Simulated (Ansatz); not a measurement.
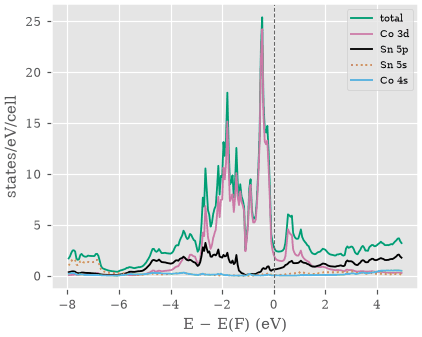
Figure. Total and projected density of states of CoSn in space group P6/mmm (No. 191; Co on 3f, Sn on 2d, Sn on 1a), PBE in the plane-wave PAW code Ansatz

Task: Which orbitals carry the states next to the Fermi level?

Result: Within 0.5 eV of the Fermi level: Co 3d 87 %, Sn 5p 9 %. Projections are on Löwdin-orthogonalised atomic valence shells; empty p or d shells of many metals are not among them.

Task: Where is the tallest occupied peak in this window, and what makes it?

Result: Near -0.4 eV, about 25 states/eV per cell; the largest projected share is Co 3d.

Symmetry was held in the PBE relaxation. The run is not spin-polarised. Spin–orbit coupling is left out wherever it is not named.

Potentials: the later of the program's two PAW sets.
